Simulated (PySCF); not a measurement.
# PP3OOO nortricyclane (O3P4): electronic structure

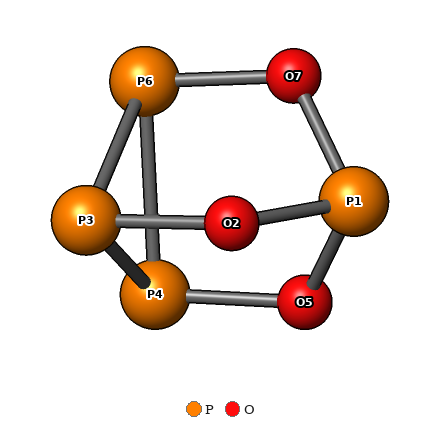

The molecule, with its atoms numbered as below. No frequency check shows the geometry to be a minimum.

Geometry (Å), atoms numbered from 1:

```
P1       1.5985    0.0000    0.0001
O2       0.7348   -1.3544   -0.3409
P3      -0.9246   -1.2753   -0.3213
P4      -0.9245    0.9158   -0.9440
O5       0.7349    0.9726   -1.0022
P6      -0.9249    0.3595    1.2650
O7       0.7345    0.3818    1.3436
```

Part 1: Bonding charge

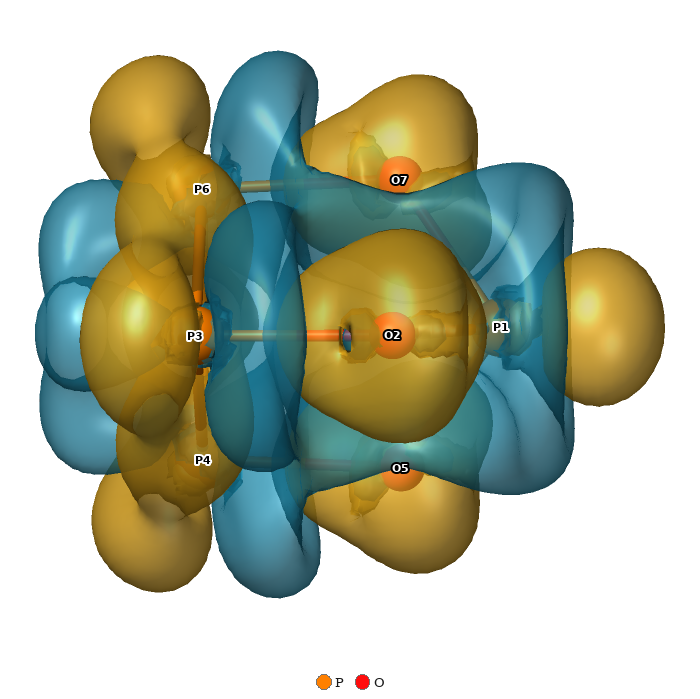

Deformation density (molecule less spherical, spin-averaged free atoms at the same positions), surfaces at ±0.04 e/Å³; yellow: gain, teal: loss.

PySCF calculation, B3LYP/cc-pVTZ, gas phase; geometry: GFN2-xTB.

Describe the bonding that the map shows.

Answer. P3–P4, P3–P6 and P4–P6: +0.19 e/Å³ at the bond critical point (bond length 2.28 Å, Mayer order 1.0). P1–O5, P1–O2 and P1–O7: +0.06 e/Å³ at the bond critical point (bond length 1.64 Å, Mayer order 1.1); up to 0.6 Å beside the axis the gain reaches +0.37 e/Å³. P6–O7, O2–P3 and P4–O5: +0.02 e/Å³ at the bond critical point (bond length 1.66 Å, Mayer order 1.0); up to 0.6 Å beside the axis the gain reaches +0.27 e/Å³. In all, 2.1 electrons gather in the regions of gain relative to the promolecule. A small or negative value marks a very polar bond, one between electron-rich atoms, whose free-atom densities already overlap strongly, a long bond to a heavier atom, or a closed-shell contact such as a hydrogen bond.

Where do the Hirshfeld charges lie?

Answer. The highest Hirshfeld charge is on P1 (+0.37 e), the lowest on O2, O5 and O7 (−0.23 e).

Part 2: Electrostatic potential

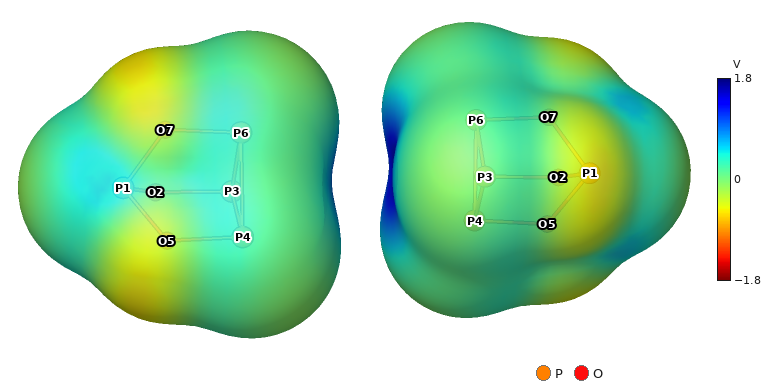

Electrostatic potential on the surface of electron density 0.001 a.u. (back view left, front view right).

Where are the extremes of the potential on the surface?

Answer. Highest: 1.73 V, off the P3–P6 bond (2.2 Å from its atoms). Further maxima include 0.64 V, 2.1 Å from P1, and at like points elsewhere; 0.34 V, over the middle of O2, P3, P6 and O7, about 2.3 Å from them. Lowest: −0.60 V, 1.8 Å from O5, and at like points elsewhere. Further minima include −0.13 V, 2.3 Å from P1; −0.10 V, 2.3 Å from P4. The surface is sampled at points, so like sites can differ by a few per cent and only the strongest of them is named.

What volume does the surface enclose, and what is the dipole moment?

Answer. About 145 Å³; the dipole moment is 0.8 D.

Part 3: In an electric field

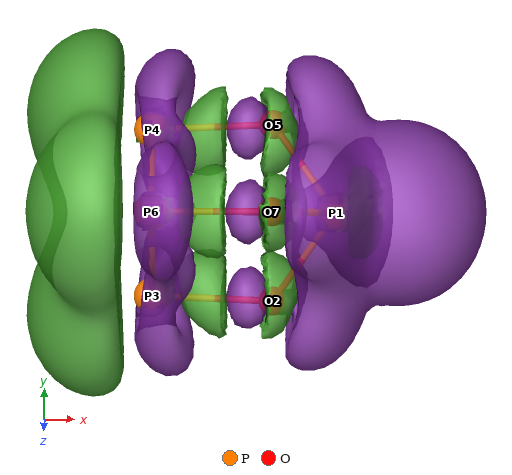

Change of the electron density in a uniform field of 0.51 V/Å, surfaces at ±0.003 e/Å³ (purple: gain, green: loss).

PySCF calculation, PBE0/aug-cc-pVDZ, gas phase; geometry: GFN2-xTB.

Along which Cartesian direction does the field point?

Answer. Along −x: electrons gather on the +x side, against the field.

What dipole is induced, and what polarisability does it imply?

Answer. The induced dipole is 2.54 D (along the field); α along this axis, from the fields in both directions, is 100 bohr³ (14.8 Å³).

Which atoms gain and lose the most charge?

Answer. Electrons gather most on P1 (Hirshfeld charge changes by −0.076 e) and leave P3, P4 and P6 alike most (+0.038 e); 0.177 electrons are displaced in all.

The PySCF runs shown took 2.2 min and 4.5 min on 1 thread of Intel(R) Xeon(R) 6975P-C (Granite Rapids), on a shared host.
